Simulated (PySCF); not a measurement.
**One shape, several levels: AlH5O (Al(H2O)H3)**

Wanted: a comparison of 6 runs (B3LYP/STO-3G, M06-2X/STO-3G, PBE/STO-3G, SVWN5/STO-3G, wB97X-V/STO-3G, CCSDTQ/STO-3G) of AlH5O (Al(H2O)H3). Input form: a Python script.

The results are computed with PySCF 2.14.0.

## (1) The structure to begin with

The species is AlH5O (7 atoms), meant as a singlet with charge 0. SMILES: `[H][Al]([H])([H])<-[OH2]`. Geometry: a GFN2-xTB relaxation, a rough one for these elements and not checked as a minimum.

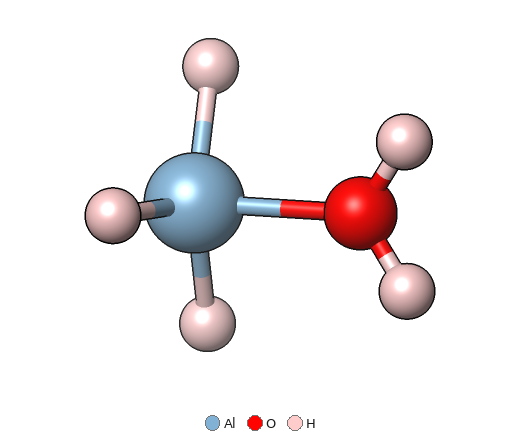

Viewed from a chosen angle; aluminium light blue, oxygen red, hydrogen pink.

## (2) A single-point energy at B3LYP/STO-3G (run 1)

input.py

```python
from pyscf import gto, dft

molecule = gto.M(
    atom='''
Al   0.038170  -0.063310  -0.878000
O   -0.024940   0.038110   1.009060
H   -0.734700  -0.319470   1.555830
H    0.587960   0.568180   1.531290
H    1.607200  -0.040110  -0.978390
H   -0.735740   1.245780  -1.269530
H   -0.737950  -1.429180  -0.970260
''',
    verbose=4,
    basis='sto-3g',
    spin=0,
    max_memory=1860,
    charge=0,
)

ks = dft.RKS(molecule)
ks.xc = 'b3lyp'
ks.grids.level = 5
ks.conv_tol = 1e-10
ks.kernel()
if not ks.converged:
    ks = ks.newton().run(ks.mo_coeff, ks.mo_occ)

energy = ks.e_tot
print('E(%s) = %.9f' % ('B3LYP', energy))
```

The run is started by

```sh
$ OMP_NUM_THREADS=1 python input.py
```

The program printed:

```text
PySCF version 2.14.0

[... 71 lines left out ...]
converged SCF energy = -316.654431593795
E(B3LYP) = -316.654431594
```

Wall time 2.8 s (1 thread of Arm Neoverse V2, shared host); peak memory 0.2 GiB.

## (3) The energy at M06-2X/STO-3G (run 2)

start.xyz

```xyz
7
AlH5O
Al     0.038170    -0.063310    -0.878000
O     -0.024940     0.038110     1.009060
H     -0.734700    -0.319470     1.555830
H      0.587960     0.568180     1.531290
H      1.607200    -0.040110    -0.978390
H     -0.735740     1.245780    -1.269530
H     -0.737950    -1.429180    -0.970260
```

input.py

```python
# Al(H2O)H3
from pyscf import gto, dft

mol = gto.M(
    atom='start.xyz',
    basis='sto-3g',
    max_memory=1860,
    verbose=4,
    spin=0,
)

myscf = dft.RKS(mol, xc='m06-2x')
myscf.conv_tol = 1e-10
myscf.grids.level = 5
myscf.kernel()
if not myscf.converged:
    myscf = myscf.newton().run(myscf.mo_coeff, myscf.mo_occ)

energy = myscf.e_tot
print(f'total energy: {energy:.8f} hartree')
```

The run is started by

```sh
$ OMP_NUM_THREADS=1 python input.py
```

The program printed:

```text
PySCF version 2.14.0

[... 72 lines left out ...]
converged SCF energy = -316.646235807953
total energy: -316.64623581 hartree
```

It took 3.9 s on 1 thread of Arm Neoverse V2, shared host; peak memory 0.21 GiB.

Runs 3 to 5 aren't shown in full; the table further down has their settings and results.

## (4) A single-point energy at CCSDTQ/STO-3G (run 6)

job.py

```python
# Al(H2O)H3
from pyscf import gto, scf, cc

mol = gto.Mole()
mol.atom = [
    ('Al', (0.038170, -0.063310, -0.878000)),
    ('O', (-0.024940, 0.038110, 1.009060)),
    ('H', (-0.734700, -0.319470, 1.555830)),
    ('H', (0.587960, 0.568180, 1.531290)),
    ('H', (1.607200, -0.040110, -0.978390)),
    ('H', (-0.735740, 1.245780, -1.269530)),
    ('H', (-0.737950, -1.429180, -0.970260)),
]
mol.charge = 0
mol.basis = 'sto-3g'
mol.max_memory = 1860
mol.spin = 0
mol.verbose = 3
mol.build()

hf = scf.RHF(mol)
hf.conv_tol = 1e-10
hf.kernel()
if not hf.converged:
    hf = hf.newton().run(hf.mo_coeff, hf.mo_occ)

mycc = cc.CCSDTQ(hf, frozen=6)
mycc.kernel()
etot = mycc.e_tot
print(f'total energy: {etot:.8f} hartree')
```

The run is started by

```sh
$ OMP_NUM_THREADS=1 python job.py
```

The program printed:

```text
converged SCF energy = -315.738156633613
_make_eris_incore_RCCSDTQ
RCCSDTQ converged
E(RCCSDTQ) = -315.8415305597748   E_corr = -0.1033739261617502
E_corr(same-spin) = -0.00509788524603185
E_corr(oppo-spin) = -0.0982760409157184
total energy: -315.84153056 hartree
```

Wall time 19 s (1 thread of Arm Neoverse V2, shared host); peak memory 0.16 GiB.

## (5) The series

```tsv
run	level	nlc grid	integration grid	energy (Eh)	dipole moment (D) of the reference	HOMO energy (eV)	LUMO energy (eV)	wall time
1	B3LYP/STO-3G	–	5	-316.654432	5.08	-4.04	5.74	2.8 s
2	M06-2X/STO-3G	–	5	-316.646236	5.09	-5.56	7.61	3.9 s
3	PBE/STO-3G	–	5	-316.392976	5.09	-2.76	4.61	2.8 s
4	SVWN5/STO-3G	–	5	-314.943052	5.18	-2.54	4.77	1.9 s
5	wB97X-V/STO-3G	1	5	-316.587388	5.06	-6.74	8.76	19 s
6	CCSDTQ/STO-3G	–	–	-315.841531	4.97	-7.76	11.80	19 s
```

## (6) Summary of results

| quantity | value |
| --- | --- |
| run 6: total energy | -315.84153 Eh |
| run 6: dipole moment (Hartree–Fock density) | 4.97 D |
| run 6: HOMO energy (Hartree–Fock orbitals) | -7.76 eV |
| run 6: LUMO energy (Hartree–Fock orbitals) | 11.80 eV |
| run 6: HOMO–LUMO gap (Hartree–Fock orbitals) | 19.56 eV |
| run 6: correlation energy (6 core orbitals frozen) | -103.4 mEh |
| run 6: T1 diagnostic | 0.006 |

What this shows: Over runs 1, 2, 3, 4, 5 the dipole moment (its size) runs from 5.06 D (wB97X-V/STO-3G) to 5.18 D (SVWN5/STO-3G). Over runs 1, 2, 3, 4, 5 the HOMO–LUMO gap runs from 7.31 eV (SVWN5/STO-3G) to 15.50 eV (wB97X-V/STO-3G). Totals of different functionals can't be ranked against each other. In runs 1, 2, 3, 4, 5, 6 the basis is minimal, so the values are rough. All runs together took 49 s, the longest 19 s.
